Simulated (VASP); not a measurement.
Band structure of ZnSnP2 (space group I-42d). All values below come from PBE GGA, VASP's PBE PAW potentials (set 64) (plane waves; VASP).

Unless said otherwise, spin-orbit coupling is left out, though it shifts the bands of the heavy elements here.

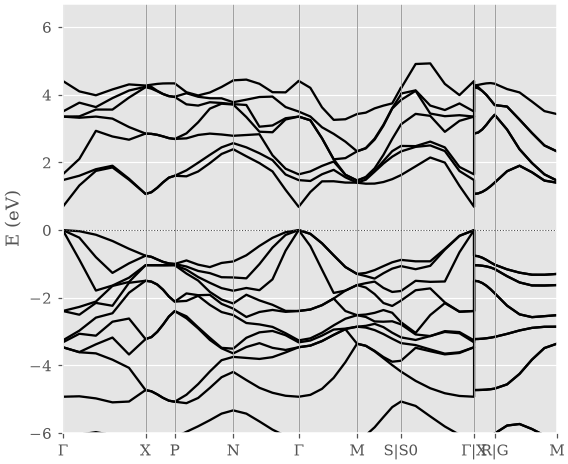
Figure: Bands along high-symmetry lines, zero at the valence-band maximum or, without a gap, the Fermi level

Question: Read the plot: is there a gap, and where are the band edges?

Answer: The gap is direct, 0.69 eV, from the valence maximum at Γ to the conduction minimum at Γ.

The structure comes from a computed database's ZnSnP2 entry; how it stands against other phases isn't given here. The cell was not relaxed at this level.
